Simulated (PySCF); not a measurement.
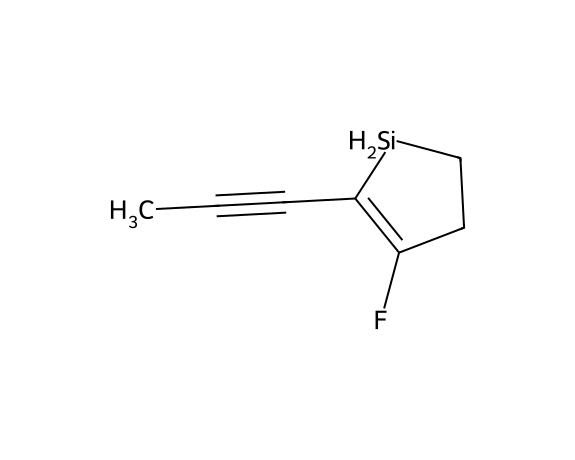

The computed structure is the end point of a GFN2-xTB optimisation. No frequency run is at hand to confirm it as a minimum. Properties computed with PBE0/pcSseg-1, gas phase (PySCF 2.14.0).

Predict the main results.

The species is C7H9FSi (`CC#CC1=C(F)CC[SiH2]1`).
- dipole moment: 1.23 D
- HOMO energy (Kohn–Sham orbital): −6.44 eV
- LUMO energy (Kohn–Sham orbital): −0.45 eV
- HOMO–LUMO gap: 6.00 eV

The geometry is semi-empirical. Around Si such bond lengths and angles can be off by a tenth of an ångström or more and by several degrees, and values that hang on the shape move with them.
